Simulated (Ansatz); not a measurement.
# The perfect Ir wire along [110], 7 atoms a period, part 2 of 2

Aim: is the Ir wire along [110], 7 atoms a period a metal or a semiconductor?

Ansatz 0.2.0; DFT PBE, plane waves, PAW; relaxation of a wire's period; PAW set soft_1 (the session's first sound run).

So far: The structure; Relaxing the period.

### Step 2. Relaxing the period (continued)

Step by step:

| step | energy less that of the first step (eV) | largest force component (eV/Å) | pressure (GPa) | volume (Å³) |
| --- | --- | --- | --- | --- |
| 1 | 0.0000 | 2.2166 | -6.97 | 358.35 |
| 2 | -0.5752 | 1.9073 | 5.21 | 344.19 |
| 3 | -0.9375 | 0.4652 | -1.12 | 346.50 |
| 4 | -0.9596 | 0.0792 | -0.14 | 345.48 |
| 5 | -0.9603 | 0.0100 | 0.01 | 345.37 |
| 6* | -0.9581 | 0.0103 | 0.02 | 345.37 |

Relaxation steps marked * repeat the geometry before them on a plane-wave basis chosen anew for their cell, so energy and pressure can jump there.

The run keeps the 8 symmetry operations that it works with, so distortions that break them were not tested.

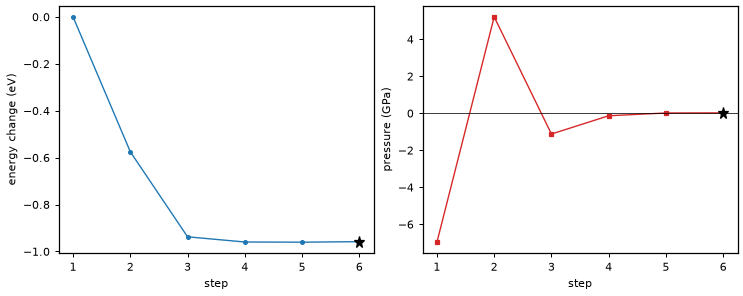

Energy and pressure along the relaxation. Stars mark steps on a basis chosen anew.

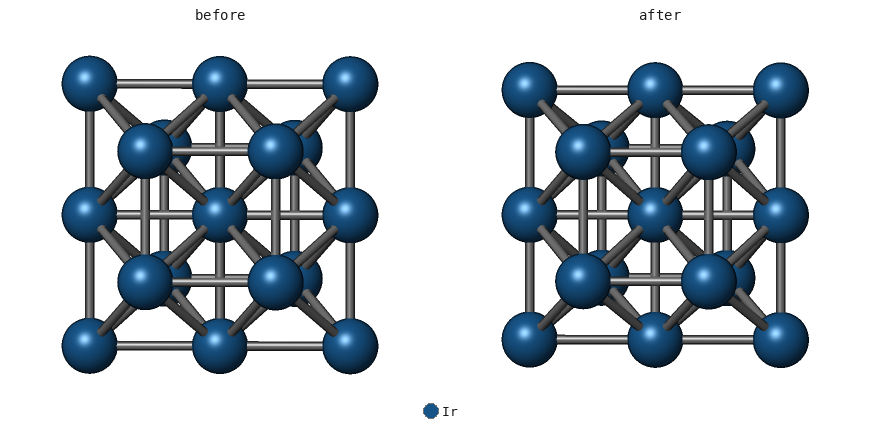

The structure before and after the relaxation, drawn at the same scale.

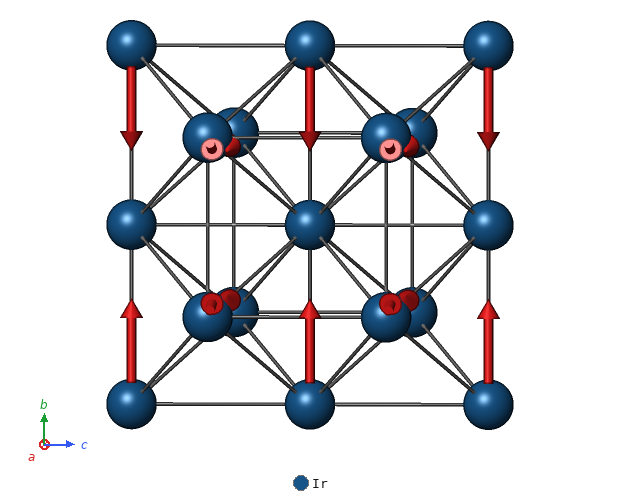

Displacements in the relaxation, exaggerated, measured against the changing cell; the longest in the cell stands for 0.13 Å. 1×1×2 cells are drawn. Some periodic images of atoms are drawn too.

| cell as run | before | after | change |
| --- | --- | --- | --- |
| c (Å) | 2.737 | 2.637 | -3.6 % |

The atoms that moved most (Å, along periodic axes as changes of fractional coordinates times the final cell, across vacuum about the mean position):

| atom | dx | dy | dz | length |
| --- | --- | --- | --- | --- |
| Ir7 | 0.000 | -0.130 | 0.000 | 0.130 |
| Ir1 | 0.000 | 0.130 | 0.000 | 0.130 |
| Ir4 | 0.063 | -0.019 | 0.000 | 0.066 |
| Ir6 | -0.063 | -0.019 | 0.000 | 0.066 |
| Ir3 | 0.063 | 0.019 | 0.000 | 0.066 |
| Ir5 | -0.063 | 0.019 | 0.000 | 0.066 |

This step gave:

| Quantity | Value |
| --- | --- |
| energy at zero smearing | -83546.7395 eV |
| cell length along the wire | 2.637 Å |

The cell's length comes to 2.637 Å with spin left out.

### Step 3. Bands of the perfect wire

This step: DFT PBE, plane waves, PAW; bands of a perfect wire; PAW set soft_1 (Ansatz 0.2.0).

At the relaxed period the bands are computed along the axis; those that cross an energy going forward count the channels that a perfect wire would open there.

input.yaml reads:

```yaml
crystal:
  lattice:
    - [10.67, 0.0, 0.0]
    - [0.0, 12.273, 0.0]
    - [0.0, 0.0, 2.6373670684]
  atoms:
    - { symbol: Ir, position: [0.5, 0.28764027, 0.0] }
    - { symbol: Ir, position: [0.5, 0.5, 0.0] }
    - { symbol: Ir, position: [0.324594194, 0.390035838, 0.5] }
    - { symbol: Ir, position: [0.324594194, 0.609964162, 0.5] }
    - { symbol: Ir, position: [0.675405806, 0.390035838, 0.5] }
    - { symbol: Ir, position: [0.675405806, 0.609964162, 0.5] }
    - { symbol: Ir, position: [0.5, 0.71235973, 0.0] }
kpoints:
  mp_grid: { grid: [1, 1, 31] }
  band_path: { path: ["Γ", Z], npoints: 90 }
scf:
  occupations: { method: fermi_dirac, width: 0.05 }
hamiltonian:
  xc: pbe
  pseudopotentials: { kind: paw, azcp: { folder: soft_1 } }
output:
  dos: { e_range: [-5, 4] }
  write_potential: true
  write_density: true
  volumetric_format: npy
```

Run with:

```sh
> ansatz run input.yaml --threads 4 --pin off --max-ram 16384MiB --backend cpu --events-out ev --progress --plain --runs-dir out
```

Numbers of over 12 decimals in the logs are rounded to 6 here.

Log:

```text
[...]
Crystal: 7 atoms, lattice volume = 345.371 Å³
Basis set: ecut = 420 eV, 6791 PW (Γ)
Bands: 72, of which v1, the nominal top of the filled ones, is band 60 counted from 1 (59 counted from 0)
Symmetry: 8 space group operations
[...]
k-points: 16 of 31
[...]
SCF iter   1: F=—  HF=-83548.560582 eV  |F-HF|=—  |Δ(HF+E_count)|=         —  Δρ=3.02e-2  dr2=7.92e0  ethr=3.10e-3  ⟨swp⟩=8.4  Hψ=5123  notcnv=0  defer=3
[...]
SCF iter  10: F=-83546.804377 eV  HF=-83546.804377 eV  |F-HF|=1.68e-8  |Δ(HF+E_count)|=   6.35e-8  Δρ=4.71e-6  dr2=7.03e-8  ethr=8.40e-11  ⟨swp⟩=9.9  Hψ=4447  notcnv=0
SCF 1 converged in 10 iterations: F = -83546.804377 eV  dr2 = 7.03e-8
[...]
NSCF: frozen V_eff on 91 k-points
WARN: The output density's exchange-correlation potential varies sharply where the density is thin. Do not read a vacuum level from v_tot or v_xc, or from such a field of the output density. On a cell that repeats whose density bears no net charge and no dipole along the vacuum's axis use v_es (v_loc + v_h of the components); under efield.dipole_correction with no amplitude use v_es + v_field, which holds any externa [...]
SCF converged after 10 iterations
Free energy (F): -83546.804377 eV
[...]
Internal energy: -83546.670342 eV  (E = F + TS)
E sigma→0 (E₀):  -83546.737360 eV
Entropy (-TS):   -0.134036 eV (-19.148 meV/atom)
Fermi energy:    3.698361 eV
[...]
--- Band table (eV; the first three rows and the last of 16) ---
  k-point 0: bands = [... 56 lower, 2.7831, 3.1659, 3.3581, 3.6177, 3.6889, 3.7033, 4.0656, 4.3539, ... 8 higher]
  k-point 1: bands = [... 56 lower, 2.8347, 3.1778, 3.2703, 3.5283, 3.7076, 3.8993, 3.9214, 4.2626, ... 8 higher]
  k-point 2: bands = [... 56 lower, 2.9844, 3.0438, 3.2091, 3.5695, 3.6933, 3.7960, 3.8406, 4.1390, ... 8 higher]
  k-point 15: bands = [... 56 lower, 3.7193, 3.8237, 4.0536, 4.2874, 4.3569, 4.7977, 5.3733, 5.8708, ... 8 higher]
```

The job ended after 26 s (4 threads of Arm Neoverse V1, shared host; peak memory 1.4 GiB; 1.7 min of CPU time).

Numbers from this step:

- energy at zero smearing: -83546.7374 eV
- band gap: 0 eV

Electronic bands along the path, in eV, zero at the Fermi level:

| point | band 57 | band 58 | band 59 | band 60 | band 61 | band 62 | band 63 | band 64 |
| --- | --- | --- | --- | --- | --- | --- | --- | --- |
| Γ | -0.92 | -0.53 | -0.34 | -0.08 | -0.01 | 0.00 | 0.37 | 0.66 |
| Z | 0.02 | 0.13 | 0.37 | 0.59 | 0.67 | 1.11 | 1.69 | 2.22 |

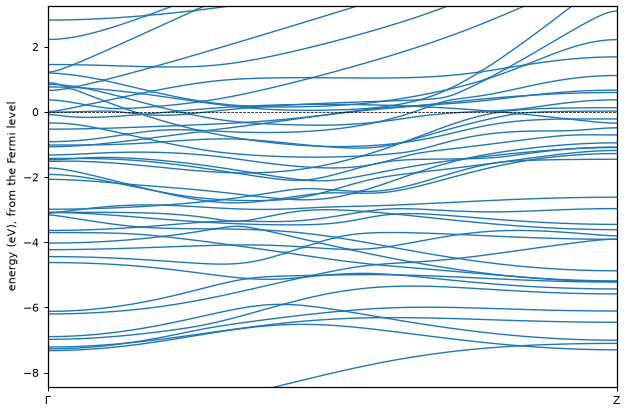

Electronic bands along the path.

Between Γ and Z the bands cross the Fermi level 11 times, so a perfect wire would conduct at least 11 G₀, with spin left out.

### Step 4. Outcome

| Quantity | Value |
| --- | --- |
| cell length, PBE | 2.637 Å |
| ballistic conductance by band crossings, a lower bound, PBE | 11 G₀ |

Under PBE the cell's length is 2.64 Å, and the bands cross the Fermi level 11 times between Γ and Z, which gives a perfect wire at least 11 G₀ (opposite crossings within one step of the path cancel in such a count). No spin was allowed, though thin wires with open d shells can turn magnetic. Spin-orbit coupling is left out, which matters for the bands of heavy atoms.

[Logs are printed without paths, hosts, clocks, repeated set-up lines and the standing remarks that a program may print on its own settings, such as how far it seeks lower states.]

[Hosts, paths, dates, database ids (printed as entryN), source tags and the programs' standing remarks are cut or masked in the printed files.]
